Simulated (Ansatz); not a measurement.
**triplet AlCl2F at 6 levels**

Aim: a comparison of 6 runs (UB2PLYP/STO-3G, UBHLYP/STO-3G, UCAM-B3LYP/STO-3G, USVWN5/STO-3G, UCCSDT/STO-3G, UCCSD/STO-3G) of triplet AlCl2F. 

The results are computed with Ansatz 0.2.0.

61 further runs of the same task are left out: 5 that didn't finish, 56 set aside as unsound or not needed.

### 1 The molecule

AlCl2F: 4 atoms, total charge 0, spin state triplet. SMILES of the parent species: `[F][Al]([Cl])[Cl]`. Geometry: relaxed at PBE0-D4/def2-TZVP. That shape belongs to the parent species and isn't relaxed for this state.

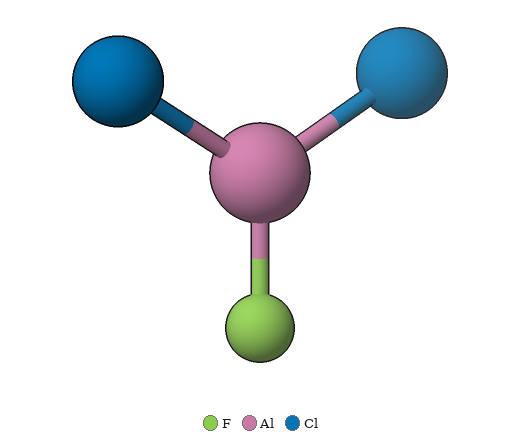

The structure, seen from a chosen angle (fluorine green, aluminium pink, chlorine blue).

### 2 A single-point energy at UB2PLYP/STO-3G (run 1)

Contents of run.yaml:

```yaml
crystal:
  periodic: [false, false, false]
  atoms:
    - {symbol: F, position_ang: [0.087420, 0.388220, 1.682350]}
    - {symbol: Al, position_ang: [0.004800, 0.021530, 0.093600]}
    - {symbol: Cl, position_ang: [1.223040, -1.463690, -0.663450]}
    - {symbol: Cl, position_ang: [-1.315270, 1.053930, -1.112510]}
basis:
  gaussian: {orbitals: STO-3G}
magnetization: {spin_polarized: true, initial_magnetization: 2}
hamiltonian: {xc: {name: B2PLYP}}
correlation: {frozen_orbitals: {Al: 5, Cl: 5, F: 1}}
accuracy: high
```

Command:

```sh
$ ansatz run run.yaml --threads 1 --pin off --max-ram 3480MiB --events-out events.jsonl --progress --plain --runs-dir runs
```

What it wrote:

```text
Warning: RAYON_NUM_THREADS=1 ignored (pool sized by the plan → 1); use --threads N
Functional definition: B2PLYP
  name "B2PLYP"
  parameter a = 0.53
  parameter c = 0.27
  exchange = (1 - a)*b88_x + a*exact_x
  correlation = (1 - c)*lyp_c + c*(mp2_os + mp2_ss)
603 factors; integrals over basis functions are off by at most 2.8e-8 eV
mean field evaluation 1: about -33946.7709 eV, gradient 1.4e1 eV
mean field evaluation 2: about -33946.8132 eV, gradient 1.4e1 eV
mean field evaluation 4: about -33948.6104 eV, gradient 7.8e0 eV
mean field evaluation 8: about -33949.2328 eV, gradient 1.6e-1 eV
mean field evaluation 16: about -33949.2344 eV, gradient 1.6e-2 eV
mean field evaluation 32: about -33949.2344 eV, gradient 7.3e-6 eV
mean field evaluation 64: about -33946.2478 eV, gradient 1.5e1 eV
mean field -33949.23444656 eV, -1247.6113542936 hartree, gradient 6.5e-8 eV, S^2 2.005171; 8 other end points of the search recorded, 0 dependent functions left out
16 core orbitals not correlated: weight in the atoms' cores, before any rotation towards them, 0.999 or more for the frozen orbitals, at most 0.000 for the correlated occupied ones
reference -33949.23446387 eV, -1247.6113549297 hartree; 13, 11 occupied and 3, 5 virtual orbitals, 603 factors
second order -1.36539921 eV of doubles, -0.00000000 eV of singles
Total energy: -33949.60312166 eV, -1247.6249028535 hartree
```

Wall time 9 s (1 thread of Arm Neoverse V1, shared host); peak memory 0.19 GiB.

### 3 A single-point energy at UBHLYP/STO-3G (run 2)

Edit run.yaml of step 2 so:

```diff
@@ -10,4 +10,3 @@
 magnetization: {spin_polarized: true, initial_magnetization: 2}
-hamiltonian: {xc: {name: B2PLYP}}
-correlation: {frozen_orbitals: {Al: 5, Cl: 5, F: 1}}
+hamiltonian: {xc: {name: BHLYP}}
 accuracy: high
```

Command:

```sh
$ ansatz run run.yaml --threads 1 --pin off --max-ram 3480MiB --events-out events.jsonl --progress --plain --runs-dir runs
```

What it wrote:

```text
Warning: RAYON_NUM_THREADS=1 ignored (pool sized by the plan → 1); use --threads N
Functional definition: BHLYP
  name "BHLYP"
  parameter a = 0.5
[... 1 set-up line as earlier in the session ...]
  correlation = lyp_c
603 factors; integrals over basis functions are off by at most 2.8e-8 eV
mean field evaluation 1: about -33963.0297 eV, gradient 1.4e1 eV
mean field evaluation 2: about -33959.0269 eV, gradient 2.3e1 eV
mean field evaluation 4: about -33965.2963 eV, gradient 4.5e0 eV
mean field evaluation 8: about -33965.5796 eV, gradient 1.5e-1 eV
mean field evaluation 16: about -33965.5848 eV, gradient 1.4e-2 eV
mean field evaluation 32: about -33965.0560 eV, gradient 5.2e0 eV
mean field -33965.58494563 eV, -1248.2122240515 hartree, gradient 2.0e-8 eV, S^2 2.005205; 6 other end points of the search recorded, 0 dependent functions left out
reference -33965.58496409 eV, -1248.2122247299 hartree; 29, 27 occupied and 3, 5 virtual orbitals, 603 factors
Total energy: -33965.58496409 eV, -1248.2122247299 hartree
```

Run time: 6 s. Hardware: 1 thread of Arm Neoverse V1, shared host; peak memory 0.18 GiB.

Runs 3 to 5 aren't shown in full; the table further down has their settings and results.

### 4 The energy at UCCSD/STO-3G (run 6)

Contents of input.yaml:

```yaml
crystal:
  periodic: [false, false, false]
  atoms:
    - {symbol: F, position_ang: [0.087420, 0.388220, 1.682350]}
    - {symbol: Al, position_ang: [0.004800, 0.021530, 0.093600]}
    - {symbol: Cl, position_ang: [1.223040, -1.463690, -0.663450]}
    - {symbol: Cl, position_ang: [-1.315270, 1.053930, -1.112510]}
basis:
  gaussian:
    orbitals: STO-3G
magnetization:
  spin_polarized: true
  initial_magnetization: 2
correlation:
  method: ccsd
  frozen_orbitals: {Al: 5, Cl: 5, F: 1}
accuracy: high
scf:
  omitted_lower_state_checks: [cluster_reference, increment]
```

Command:

```sh
$ ansatz run input.yaml --threads 1 --pin off --max-ram 3480MiB --events-out events.jsonl --progress --plain --runs-dir runs
```

What it wrote:

```text
Warning: RAYON_NUM_THREADS=1 ignored (pool sized by the plan → 1); use --threads N
[... 15 lines left out ...]
16 core orbitals not correlated: weight in the atoms' cores, before any rotation towards them, 0.999 or more for the frozen orbitals, at most 0.000 for the correlated occupied ones
[... 34 lines left out ...]
Total energy: -33910.64109777 eV, -1246.1930748850 hartree
Checks for a lower state left out: cluster_reference, increment
```

It took 2 s on 1 thread of Arm Neoverse V1, shared host; peak memory 0.1 GiB.

### 5 The series

| run | level | frozen core orbitals | energy (Eh) | ⟨S²⟩ | wall time |
| --- | --- | --- | --- | --- | --- |
| 1 | UB2PLYP/STO-3G | 16 | -1247.624903 | 2.005 | 9 s |
| 2 | UBHLYP/STO-3G | – | -1248.212225 | 2.005 | 6 s |
| 3 | UCAM-B3LYP/STO-3G | – | -1248.113497 | 2.003 | 8.1 s |
| 4 | USVWN5/STO-3G | – | -1243.457416 | 2.000 | 6.9 s |
| 5 | UCCSDT/STO-3G | 16 | -1246.195922 | 2.006 | 4.5 s |
| 6 | UCCSD/STO-3G | 16 | -1246.193075 | 2.006 | 2 s |

### 6 Results

| quantity | value |
| --- | --- |
| run 6: total energy | -1246.19307 Eh |
| run 6: correlation energy (16 core orbitals frozen) | -33.7 mEh |
| run 6: ⟨S²⟩ of the reference determinant | 2.006 |
| run 6: T1 diagnostic | 0.022 |

What this shows: Totals of different functionals can't be ranked against each other. In runs 1, 2, 3, 4, 5, 6 the basis is minimal, so the values are rough. All runs together took 37 s, the longest 9 s.
